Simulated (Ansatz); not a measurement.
Consider BClSi (SMILES [Si]=BCl).

```yaml
atoms:
  - { symbol: B, position_ang: [0.0000, 0.0000, -0.0688] }
  - { symbol: Cl, position_ang: [0.0000, 0.0000, -1.7831] }
  - { symbol: Si, position_ang: [0.0000, 0.0000, 1.8519] }
```

Geometry: BLYP-D3(BJ)/def2-SVP.

These are results of isolated molecule in a Gaussian basis; Kohn-Sham density functional theory, functional PBE0 in Ansatz 0.2.0, not measurements.

Question: What will maps of the electron density and electron localisation function show?

Answer: B–Cl (1.71 Å): the density is about 1.5 e/Å³ at the midpoint; the ELF peaks at about 0.90 between the atoms: a shared but strongly polarised pair.
Si–B (1.92 Å): ρ is about 0.8 e/Å³ halfway; the ELF peaks at about 0.95 between the atoms: a shared electron pair.

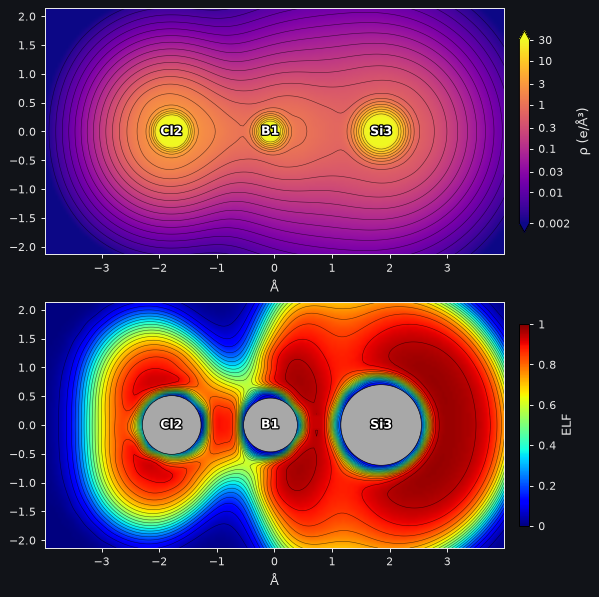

Computed electron density and electron localisation function on a plane that holds the molecular axis, in this order. Grey discs cover the atomic cores in the ELF map. 
